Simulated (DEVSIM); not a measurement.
Structure: abrupt Si n-p junction, at 300 K.

```csv
layer (left to right),material,thickness (μm),Nd (cm⁻³),Na (cm⁻³),τn (s),τp (s)
1,Si,0.170,1.1e17,-,8.1e-7,8.1e-7
2,Si,0.450,-,4.2e14,8.1e-7,8.1e-7
```

Left contact: ohmic. Right contact: ohmic. Voltage is applied to the left contact. Recombination: SRH at mid-gap. Mobility is constant in doping.

This is a model device: material constants are rounded textbook-type values typed into the input, and sizes, dopings and lifetimes were drawn at random. Values at 300 K.

| parameter | Si |
|---|---|
| gap (eV) | 1.124 |
| affinity (eV) | 4.05 |
| permittivity | 11.7 |
| Nc (cm⁻³) | 2.86e19 |
| Nv (cm⁻³) | 3.1e19 |
| μn (cm²/Vs) | 1417 |
| μp (cm²/Vs) | 470 |

Model (solved in DEVSIM): 1D drift-diffusion, Boltzmann statistics, complete ionisation; no tunnelling, impact ionisation, image-force lowering or self-heating.

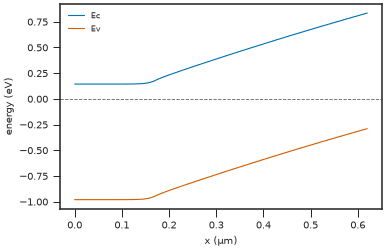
Band edges at zero bias

Energies count from the Fermi level of the right contact; mesh points crowd at the junctions.

```tsv
x (μm)	Ec (eV)	Ev (eV)	n (cm⁻³)	p (cm⁻³)	field (V/cm)
0.000	0.144	-0.980	1.1e17	1100	≈ 0
0.01013	0.144	-0.980	1.1e17	1100	≈ 0
0.02329	0.144	-0.980	1.1e17	1100	≈ 0
0.04256	0.144	-0.980	1.1e17	1100	≈ 0
0.07440	0.144	-0.980	1.1e17	1100	15
0.1011	0.144	-0.980	1.1e17	1100	130
0.1247	0.145	-0.979	1.1e17	1100	850
0.1496	0.151	-0.973	8.2e16	1400	5900
0.1621	0.163	-0.961	5.2e16	2200	14000
0.1710	0.179	-0.945	2.8e16	4200	22000
0.1818	0.201	-0.923	1.2e16	9700	19000
0.2053	0.241	-0.883	2.5e15	46000	16000
0.2294	0.280	-0.844	5.7e14	200000	16000
0.2629	0.331	-0.793	7.8e13	1500000	15000
0.3286	0.430	-0.694	1.7e12	6.8e7	15000
0.4040	0.540	-0.584	2.4e10	4.7e9	14000
0.4718	0.635	-0.489	6.1e8	1.9e11	14000
0.5207	0.703	-0.421	4.5e7	2.6e12	14000
0.5654	0.762	-0.362	4400000	2.6e13	13000
0.5882	0.793	-0.331	1400000	8.4e13	13000
0.6061	0.816	-0.308	560000	2.1e14	13000
0.6200	0.834	-0.290	280000	4.2e14	13000
```
